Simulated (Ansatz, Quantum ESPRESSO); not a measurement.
# Mode couplings of AlRh in the L11 ordering in a second program, part 4 of 6

Each step names its level of theory.

So far, highest frequency, solved or plainly interpolated (cm⁻¹): step 4 (phonons and couplings with ph.x: cold smearing of 0.2 eV) 348. The relaxed cell has a = 2.839, c = 11.853 Å (conventional setting).

The structure was built from a prototype and need not be the compound's stable phase.

**6. Phonons and couplings with ph.x: cold smearing of 0.2 eV (run 2)**

Level of this step: DFT PBEsol, scalar-relativistic, plane waves, GBRV ultrasoft pseudopotentials (Quantum ESPRESSO).

ph.x gives each mode's frequency and linewidth; λ of a mode follows from Gaussian double-delta sums over the k mesh, here at four widths.

ph.in reads:

```
phonons and couplings
&INPUTPH
  prefix          = 'x'
  outdir          = './tmp'
  tr2_ph          = 1.0d-15
  fildyn          = 'x.dyn'
  fildvscf        = 'dvscf'
  ldisp           = .true.
  nq1             = 2
  nq2             = 2
  nq3             = 2
  electron_phonon = 'simple'
  el_ph_ngauss    = 0
  el_ph_sigma     = 0.00734986
  el_ph_nsigma    = 4
  alpha_mix(1)    = 0.5
  amass(1)        = 26.9815
  amass(2)        = 102.9055
/
```

Started as:

```bash
$ OMP_NUM_THREADS=1 mpirun -n 4 ph.x -nk 4 -in ph.in > ph.x.log
```

Log:

```text
[banner, memory and clock lines left out]
Program PHONON v.7.5

     ./tmp/x.save/

     IMPORTANT: XC functional enforced from input :
     Exchange-correlation= PBESOL
                           (   1   4  10   8   0   0   0)
     Any further DFT definition will be discarded
     Please, verify this is what you really want

     G-vector sticks info

     negative rho (up, down):  5.636E-02 0.000E+00
     Reading collected, re-writing distributed wavefunctions in ./tmp/

     Dynamical matrices for ( 2, 2, 2)  uniform grid of q-points
     (   4 q-points):
       N         xq(1)         xq(2)         xq(3)
       1   0.000000000   0.000000000   0.000000000
       2   0.250935318   0.250935318  -0.814404134
       3   0.501870635  -0.563468817  -0.563468817
       4  -0.312533499  -0.312533499  -0.312533499

     Number and degeneracy of irreps per q-point
       N         xq(1)         xq(2)         xq(3)   N irreps
       1   0.000000000   0.000000000   0.000000000       4
        1   1   2   2
       2   0.250935318   0.250935318  -0.814404134       6
     No degeneracy
       3   0.501870635  -0.563468817  -0.563468817       6
     No degeneracy
       4  -0.312533499  -0.312533499  -0.312533499       4
        1   2   1   2

     Saving dvscf to file. Distribute only q points, not irreducible representations.

     Calculation of q =    0.0000000   0.0000000   0.0000000

     phonons and couplings

     bravais-lattice index     =            0
     lattice parameter (alat)  =       8.0836  a.u.
     unit-cell volume          =     186.1455 (a.u.)^3
     number of atoms/cell      =            2
     number of atomic types    =            2
     kinetic-energy cut-off    =      35.0000  Ry
     charge density cut-off    =     280.0000  Ry
     convergence threshold     =      1.0E-15
     beta                      =       0.5000
     number of iterations used =            4
     Exchange-correlation= PBESOL
                           (   1   4  10   8   0   0   0)

     celldm(1)=    8.08360  celldm(2)=    0.00000  celldm(3)=    0.00000
     celldm(4)=    0.00000  celldm(5)=    0.00000  celldm(6)=    0.00000

     crystal axes: (cart. coord. in units of alat)
               a(1) = (  0.8462  0.3768  0.3768 )
               a(2) = (  0.3768  0.8462  0.3768 )
               a(3) = (  0.3768  0.3768  0.8462 )

     reciprocal axes: (cart. coord. in units 2 pi/alat)
               b(1) = (  1.6288 -0.5019 -0.5019 )
               b(2) = ( -0.5019  1.6288 -0.5019 )
               b(3) = ( -0.5019 -0.5019  1.6288 )

     Atoms inside the unit cell:

     Cartesian axes

     site n.  atom      mass           positions (alat units)
        1  Al     26.9815   tau(    1) = (    0.00000    0.00000    0.00000  )
        2  Rh    102.9055   tau(    2) = (    0.79991    0.79991    0.79991  )

     Computing dynamical matrix for
                    q = (   0.0000000   0.0000000   0.0000000 )

     13 Sym.Ops. (with q -> -q+G )

     G cutoff =  463.4558  (  14733 G-vectors)     FFT grid: ( 45, 45, 45)
     G cutoff =  231.7279  (   5189 G-vectors)  smooth grid: ( 32, 32, 32)

     number of k points=    65  Marzari-Vanderbilt smearing, width (Ry)=  0.0147

     PseudoPot. # 1 for Al read from file:
     ./pseudo/Al.upf
     Pseudo is Ultrasoft + core correction, Zval =  3.0
     Using radial grid of  893 points,  3 beta functions with:
                l(1) =   0
                l(2) =   1
                l(3) =   2
     Q(r) pseudized with  8 coefficients,  rinner =    0.900   0.900   0.900
                                                       0.900   0.900

     PseudoPot. # 2 for Rh read from file:
     ./pseudo/Rh.upf
     Pseudo is Ultrasoft + core correction, Zval = 15.0
     Using radial grid of  969 points,  7 beta functions with:
                l(1) =   0
                l(2) =   0
                l(3) =   1
                l(4) =   1
                l(5) =   2
                l(6) =   2
                l(7) =   2
     Q(r) pseudized with  8 coefficients,  rinner =    1.200   1.200   1.200
                                                       1.200   1.200

     Mode symmetry, D_3d (-3m)  point group:

     Atomic displacements:
     There are    4 irreducible representations

     Representation     1      1 modes -  To be done

     Representation     2      1 modes -  To be done

     Representation     3      2 modes -  To be done

     Representation     4      2 modes -  To be done

     Alpha used in Ewald sum =   2.8000

     negative rho (up, down):  5.636E-02 0.000E+00

     Representation #   1 mode #   1

     Self-consistent Calculation

     Pert. #  1: Fermi energy shift (Ry) =     0.0000E+00     0.0000E+00

      thresh= 1.000E-02 alpha_mix =  0.500 |ddv_scf|^2 =  1.114E-06

     Pert. #  1: Fermi energy shift (Ry) =     0.0000E+00     0.0000E+00

      thresh= 1.055E-04 alpha_mix =  0.500 |ddv_scf|^2 =  1.646E-07

     Pert. #  1: Fermi energy shift (Ry) =     0.0000E+00     0.0000E+00

      thresh= 4.057E-05 alpha_mix =  0.500 |ddv_scf|^2 =  9.523E-09

     Pert. #  1: Fermi energy shift (Ry) =     0.0000E+00     0.0000E+00

      thresh= 9.758E-06 alpha_mix =  0.500 |ddv_scf|^2 =  4.140E-11

     Pert. #  1: Fermi energy shift (Ry) =     0.0000E+00     0.0000E+00

      thresh= 6.435E-07 alpha_mix =  0.500 |ddv_scf|^2 =  1.953E-12

     Pert. #  1: Fermi energy shift (Ry) =     0.0000E+00     0.0000E+00

      thresh= 1.398E-07 alpha_mix =  0.500 |ddv_scf|^2 =  1.329E-13

     Pert. #  1: Fermi energy shift (Ry) =     0.0000E+00     0.0000E+00

      thresh= 3.646E-08 alpha_mix =  0.500 |ddv_scf|^2 =  3.442E-16

     End of self-consistent calculation

     Convergence has been achieved

     Representation #   2 mode #   2

     Self-consistent Calculation

     Pert. #  1: Fermi energy shift (Ry) =     0.0000E+00     0.0000E+00

      thresh= 1.000E-02 alpha_mix =  0.500 |ddv_scf|^2 =  1.265E-04

     Pert. #  1: Fermi energy shift (Ry) =     0.0000E+00     0.0000E+00

      thresh= 1.125E-03 alpha_mix =  0.500 |ddv_scf|^2 =  1.581E-05

     Pert. #  1: Fermi energy shift (Ry) =     0.0000E+00     0.0000E+00

      thresh= 3.976E-04 alpha_mix =  0.500 |ddv_scf|^2 =  6.973E-08

     Pert. #  1: Fermi energy shift (Ry) =     0.0000E+00     0.0000E+00

      thresh= 2.641E-05 alpha_mix =  0.500 |ddv_scf|^2 =  7.177E-10

     Pert. #  1: Fermi energy shift (Ry) =     0.0000E+00     0.0000E+00

      thresh= 2.679E-06 alpha_mix =  0.500 |ddv_scf|^2 =  2.146E-11

     Pert. #  1: Fermi energy shift (Ry) =     0.0000E+00     0.0000E+00

      thresh= 4.632E-07 alpha_mix =  0.500 |ddv_scf|^2 =  8.922E-13

[...]
PseudoPot. # 2 for Rh read from file:
     ./pseudo/Rh.upf
     Pseudo is Ultrasoft + core correction, Zval = 15.0
     Using radial grid of  969 points,  7 beta functions with:
[...]
Q(r) pseudized with  8 coefficients,  rinner =    1.200   1.200   1.200
                                                       1.200   1.200

     atomic species   valence    mass     pseudopotential
     Al                3.00    26.98150     Al( 1.00)
     Rh               15.00   102.90550     Rh( 1.00)

     12 Sym. Ops., with inversion, found

   Cartesian axes

     site n.     atom                  positions (alat units)
         1        Al     tau(   1) = (   0.0000000   0.0000000   0.0000000  )
         2        Rh     tau(   2) = (   0.7999143   0.7999143   0.7999143  )

     number of k points=   130  Marzari-Vanderbilt smearing, width (Ry)=  0.0147

     Number of k-points >= 100: set verbosity='high' to print them.

     Dense  grid:    14733 G-vectors     FFT dimensions: (  45,  45,  45)

     Smooth grid:     5189 G-vectors     FFT dimensions: (  32,  32,  32)

     The potential is recalculated from file :
     ./tmp/_ph0/x.q_4/x.save/charge-density

     negative rho (up, down):  5.636E-02 0.000E+00
     Starting wfcs are   16 atomic +    2 random wfcs

     Band Structure Calculation
     Davidson diagonalization with overlap

     ethr =  5.56E-11,  avg # of iterations = 14.0

     End of band structure calculation

     Number of k-points >= 100: set verbosity='high' to print the bands.

     the Fermi energy is    15.0975 ev

     Writing config to output data dir ./tmp/_ph0/x.q_4/x.save/ :
     XML data file

     phonons and couplings

     bravais-lattice index     =            0
     lattice parameter (alat)  =       8.0836  a.u.
     unit-cell volume          =     186.1455 (a.u.)^3
     number of atoms/cell      =            2
     number of atomic types    =            2
     kinetic-energy cut-off    =      35.0000  Ry
     charge density cut-off    =     280.0000  Ry
     convergence threshold     =      1.0E-15
     beta                      =       0.5000
     number of iterations used =            4
     Exchange-correlation= PBESOL
                           (   1   4  10   8   0   0   0)

     celldm(1)=    8.08360  celldm(2)=    0.00000  celldm(3)=    0.00000
     celldm(4)=    0.00000  celldm(5)=    0.00000  celldm(6)=    0.00000

     crystal axes: (cart. coord. in units of alat)
               a(1) = (  0.8462  0.3768  0.3768 )
               a(2) = (  0.3768  0.8462  0.3768 )
               a(3) = (  0.3768  0.3768  0.8462 )

     reciprocal axes: (cart. coord. in units 2 pi/alat)
               b(1) = (  1.6288 -0.5019 -0.5019 )
               b(2) = ( -0.5019  1.6288 -0.5019 )
               b(3) = ( -0.5019 -0.5019  1.6288 )

     Atoms inside the unit cell:

     Cartesian axes

     site n.  atom      mass           positions (alat units)
        1  Al     26.9815   tau(    1) = (    0.00000    0.00000    0.00000  )
        2  Rh    102.9055   tau(    2) = (    0.79991    0.79991    0.79991  )

     Computing dynamical matrix for
                    q = (  -0.3125335  -0.3125335  -0.3125335 )

     13 Sym.Ops. (with q -> -q+G )

     G cutoff =  463.4558  (  14733 G-vectors)     FFT grid: ( 45, 45, 45)
     G cutoff =  231.7279  (   5189 G-vectors)  smooth grid: ( 32, 32, 32)

     number of k points=   130  Marzari-Vanderbilt smearing, width (Ry)=  0.0147

     PseudoPot. # 1 for Al read from file:
     ./pseudo/Al.upf
     Pseudo is Ultrasoft + core correction, Zval =  3.0
     Using radial grid of  893 points,  3 beta functions with:
[...]
l(3) =   2
     Q(r) pseudized with  8 coefficients,  rinner =    0.900   0.900   0.900
                                                       0.900   0.900

     PseudoPot. # 2 for Rh read from file:
     ./pseudo/Rh.upf
     Pseudo is Ultrasoft + core correction, Zval = 15.0
     Using radial grid of  969 points,  7 beta functions with:
                l(1) =   0
                l(2) =   0
                l(3) =   1
                l(4) =   1
                l(5) =   2
                l(6) =   2
                l(7) =   2
     Q(r) pseudized with  8 coefficients,  rinner =    1.200   1.200   1.200
                                                       1.200   1.200

     Mode symmetry, D_3d (-3m)  point group:

     Atomic displacements:
     There are    4 irreducible representations

     Representation     1      1 modes -  To be done

     Representation     2      2 modes -  To be done

     Representation     3      1 modes -  To be done

     Representation     4      2 modes -  To be done

     Alpha used in Ewald sum =   2.8000

     negative rho (up, down):  5.636E-02 0.000E+00

     Representation #   1 mode #   1

     Self-consistent Calculation

[...]
End of self-consistent calculation

     Convergence has been achieved

     Representation #   2 modes #   2   3

     Self-consistent Calculation

[...]
End of self-consistent calculation

     Convergence has been achieved

     Representation #   3 mode #   4

     Self-consistent Calculation

[...]
thresh= 5.385E-08 alpha_mix =  0.500 |ddv_scf|^2 =  1.930E-14

      thresh= 1.389E-08 alpha_mix =  0.500 |ddv_scf|^2 =  8.148E-16

     End of self-consistent calculation

     Convergence has been achieved

     Representation #   4 modes #   5   6

     Self-consistent Calculation

      thresh= 1.000E-02 alpha_mix =  0.500 |ddv_scf|^2 =  2.794E-08

      thresh= 1.672E-05 alpha_mix =  0.500 |ddv_scf|^2 =  6.321E-09

      thresh= 7.951E-06 alpha_mix =  0.500 |ddv_scf|^2 =  1.335E-11

      thresh= 3.653E-07 alpha_mix =  0.500 |ddv_scf|^2 =  1.082E-13

      thresh= 3.289E-08 alpha_mix =  0.500 |ddv_scf|^2 =  1.269E-14

      thresh= 1.126E-08 alpha_mix =  0.500 |ddv_scf|^2 =  7.457E-16

     End of self-consistent calculation

     Convergence has been achieved

     Number of q in the star =    1
     List of q in the star:
          1  -0.312533499  -0.312533499  -0.312533499

     Diagonalizing the dynamical matrix

     q = (   -0.312533499  -0.312533499  -0.312533499 )

 **************************************************************************
     freq (    1) =       1.854833 [THz] =      61.870564 [cm-1]
     freq (    2) =       1.854833 [THz] =      61.870564 [cm-1]
     freq (    3) =       5.184393 [THz] =     172.932751 [cm-1]
     freq (    4) =       5.587077 [THz] =     186.364835 [cm-1]
     freq (    5) =       5.587077 [THz] =     186.364835 [cm-1]
     freq (    6) =      10.444136 [THz] =     348.378889 [cm-1]
 **************************************************************************

     Mode symmetry, D_3d (-3m)  point group:

     freq (   1-   2) =         61.9  [cm-1]   --> E_g  L_3
     freq (   3-   3) =        172.9  [cm-1]   --> A_1g L_1
     freq (   4-   5) =        186.4  [cm-1]   --> E_u  L_3'
     freq (   6-   6) =        348.4  [cm-1]   --> A_2u L_2'

     Gaussian Broadening:   0.007 Ry, ngauss=   0
     DOS = 13.542139 states/spin/Ry/Unit Cell at Ef= 15.073209 eV
     double delta at Ef =677.501768
[...]
Gaussian Broadening:   0.015 Ry, ngauss=   0
     DOS = 11.574571 states/spin/Ry/Unit Cell at Ef= 15.099057 eV
     double delta at Ef =466.582156
[...]
Gaussian Broadening:   0.022 Ry, ngauss=   0
     DOS = 10.208307 states/spin/Ry/Unit Cell at Ef= 15.117432 eV
     double delta at Ef =332.462070
[...]
lambda(    5)=  0.0111   gamma=    3.38 GHz
     lambda(    6)=  0.0556   gamma=   59.09 GHz

     Gaussian Broadening:   0.029 Ry, ngauss=   0
     DOS =  9.490850 states/spin/Ry/Unit Cell at Ef= 15.130126 eV
     double delta at Ef =258.959766
     lambda(    1)=  0.3195   gamma=    9.96 GHz
     lambda(    2)=  0.3195   gamma=    9.96 GHz
     lambda(    3)=  0.0423   gamma=   10.31 GHz
     lambda(    4)=  0.0097   gamma=    2.73 GHz
     lambda(    5)=  0.0097   gamma=    2.73 GHz
     lambda(    6)=  0.0466   gamma=   46.07 GHz
```

Wall time 6.2 min (4 MPI ranks of Arm Neoverse V1, shared host).

This step gave:

- omega log against width: 15.51, 14.14, 14.47, 14.74 meV, at widths 0.1 to 0.4 eV

As ph.x prints them, no sum rule imposed; at the zone centre the sum is no linewidth. Double-delta sums:

```
 q1   q2   q3  star  mode  omega (meV)  lambda_q, sigma 0.1 eV  lambda_q, sigma 0.2 eV  lambda_q, sigma 0.3 eV  lambda_q, sigma 0.4 eV  half width at sigma 0.2 (meV)
  0    0    0     1     1      -0.8086                       0                       0                       0                       0                              0
  0    0    0     1     2      -0.8086                       0                       0                       0                       0                              0
  0    0    0     1     3       0.4817                       0                       0                       0                       0                              0
  0    0    0     1     4        23.42                  0.0016                  0.0013                   0.001                   0.001                        0.00182
  0    0    0     1     5        23.42                  0.0016                  0.0013                   0.001                   0.001                        0.00182
  0    0    0     1     6        42.81                       0                       0                       0                 2.00e-4                              0
  0    0  0.5     3     1        16.37                  0.0703                  0.0903                  0.1008                  0.1036                        0.06472
  0    0  0.5     3     2        17.58                  0.1031                  0.0552                  0.0559                  0.0635                        0.04553
  0    0  0.5     3     3        23.99                  0.1633                  0.1332                  0.1263                  0.1167                         0.2049
  0    0  0.5     3     4        30.11                  0.0283                  0.0117                  0.0081                   0.007                        0.02845
  0    0  0.5     3     5        40.85                  0.0242                  0.0219                  0.0175                  0.0151                        0.09752
  0    0  0.5     3     6         42.1                  0.1124                  0.0788                  0.0655                  0.0604                         0.3733
  0  0.5  0.5     3     1        11.07                  0.1981                  0.4037                  0.3806                  0.3464                         0.1322
  0  0.5  0.5     3     2        14.24                  0.1562                  0.1143                  0.0967                  0.0979                        0.06195
  0  0.5  0.5     3     3        18.54                   0.181                  0.1714                  0.1522                   0.136                         0.1574
  0  0.5  0.5     3     4        29.41                  0.0173                  0.0111                  0.0093                   0.009                        0.02568
  0  0.5  0.5     3     5        39.78                  0.0131                  0.0121                  0.0109                    0.01                        0.05112
  0  0.5  0.5     3     6        42.19                  0.0076                  0.0095                  0.0078                  0.0068                        0.04537
0.5  0.5  0.5     1     1        7.671                  0.5907                  0.5752                  0.4081                  0.3195                        0.09045
0.5  0.5  0.5     1     2        7.671                  0.5907                  0.5752                  0.4081                  0.3195                        0.09045
0.5  0.5  0.5     1     3        21.44                  0.2361                  0.0954                  0.0564                  0.0423                         0.1172
0.5  0.5  0.5     1     4        23.11                  0.0186                  0.0123                  0.0111                  0.0097                        0.01758
0.5  0.5  0.5     1     5        23.11                  0.0186                  0.0123                  0.0111                  0.0097                        0.01758
0.5  0.5  0.5     1     6        43.19                  0.0638                  0.0648                  0.0556                  0.0466                         0.3232
```

Mean over the q mesh without its centre; few wavevectors enter, so none of the widths can be taken as converged. The coupling constant λ, lambda by Gaussian width:

```csv
Gaussian width (eV),"coupling constant λ, lambda"
0.100,0.678
0.200,0.668
0.300,0.578
0.400,0.523
```

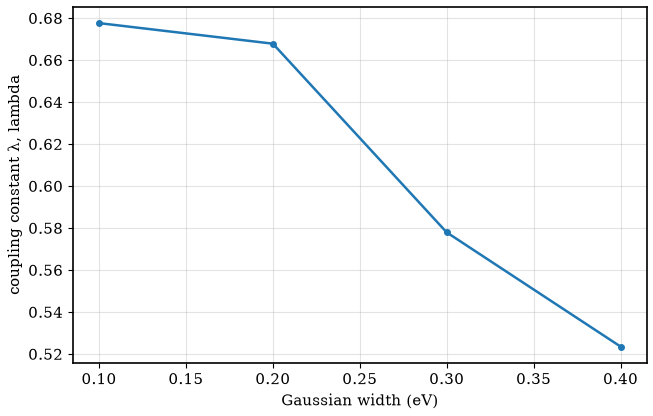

Coupling constant λ, lambda against Gaussian width.

λ runs from 0.678 at 0.1 eV to 0.523 at 0.4 eV.

(Part 4 of 6 ends here.)

[Logs are printed without paths, hosts, clocks, repeated set-up lines and the standing remarks that a program may print on its own settings, such as how far it seeks lower states.]

[Hosts, paths, dates, database ids (printed as entryN), source tags and the programs' standing remarks are cut or masked in the printed files.]
